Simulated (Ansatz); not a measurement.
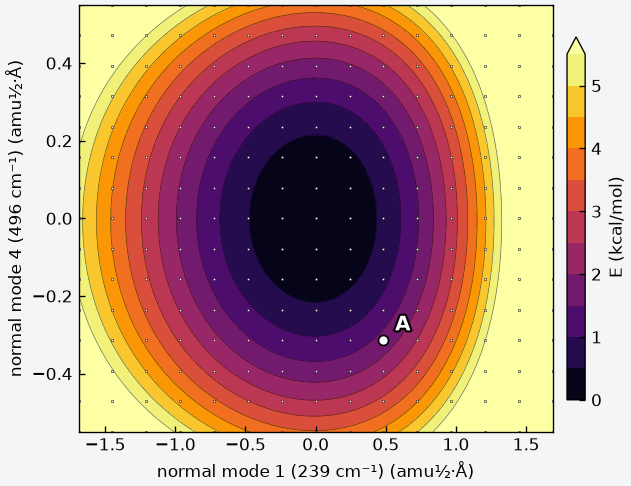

H2TeZn, SMILES [ZnH][TeH]. Coordinates scanned: (1) normal mode 1 (239 cm⁻¹); (2) normal mode 4 (496 cm⁻¹). Nothing is relaxed (straight displacements along the two mass-weighted modes). The grid has 15 × 15 points. Points are written as (first, second). All energies are given in kcal/mol relative to the lowest grid point. These are results of RKS PBE0-D4/def2-TZVP in Ansatz, not measurements.

The picture shows filled contours, dots at the grid points, one colour for all values above the top of the scale, the point A. Between grid points the surface is interpolated.

Is A at rest? If not, where is it pushed?

A, at (0.483 amu½·Å, −0.314 amu½·Å), is not a stationary point. The computed force is 2.7 kcal/mol for each amu½·Å towards smaller values of normal mode 1 (239 cm⁻¹) and 7.1 kcal/mol for each amu½·Å towards larger values of normal mode 4 (496 cm⁻¹).
